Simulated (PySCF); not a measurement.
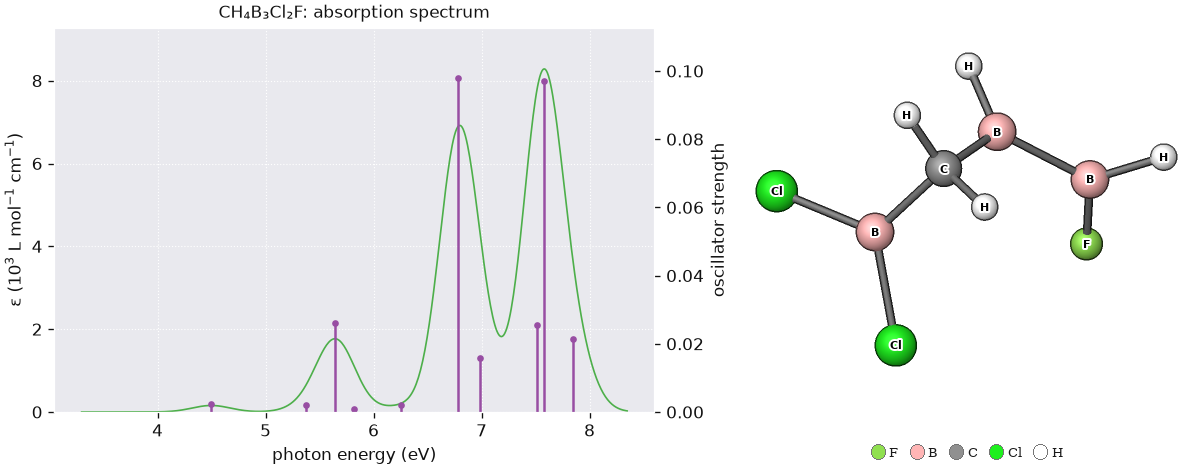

Computed absorption of CH₄B₃Cl₂F, SMILES FBBCB(Cl)Cl. Vertical TDDFT excitations, ωB97X-D/def2-SVPD, PySCF, at a PBE0-D3(BJ)/def2-SVP geometry (no frequency check), gas phase. The lowest 10 singlet states are shown; each is broadened by a Gaussian of 1/e half-width 0.25 eV. Sticks give oscillator strengths (right axis).

> Which of the computed transitions is the brightest, and what character does the calculation give it?

S6 at 6.78 eV (183 nm), f = 0.098, mainly HOMO−3 → LUMO (79 %).

> Does any vertical transition fall in the visible?

No singlet lies below 3.1 eV (beyond 400 nm), so at this level no vertical transition falls in the visible.

> List the transitions behind the spectrum.

| state | E (eV) | λ (nm) | f | main character |
| --- | --- | --- | --- | --- |
| S1 | 4.50 | 276 | 0.002 | HOMO → LUMO (90 %) |
| S2 | 5.37 | 231 | 0.002 | HOMO → LUMO+1 (86 %) |
| S3 | 5.65 | 220 | 0.026 | HOMO−2 → LUMO (69 %) |
| S4 | 5.81 | 213 | 0.001 | HOMO−1 → LUMO (71 %) |
| S5 | 6.25 | 198 | 0.002 | HOMO−4 → LUMO (69 %) |
| S6 | 6.78 | 183 | 0.098 | HOMO−3 → LUMO (79 %) |
| S7 | 6.98 | 178 | 0.016 | HOMO → LUMO+2 (75 %) |
| S8 | 7.52 | 165 | 0.025 | HOMO−2 → LUMO+1 (37 %) |
| S9 | 7.58 | 164 | 0.097 | HOMO−5 → LUMO (79 %) |
| S10 | 7.85 | 158 | 0.021 | HOMO−1 → LUMO+1 (42 %) |

Note: one conformer of a flexible molecule; core orbitals are frozen in the response.
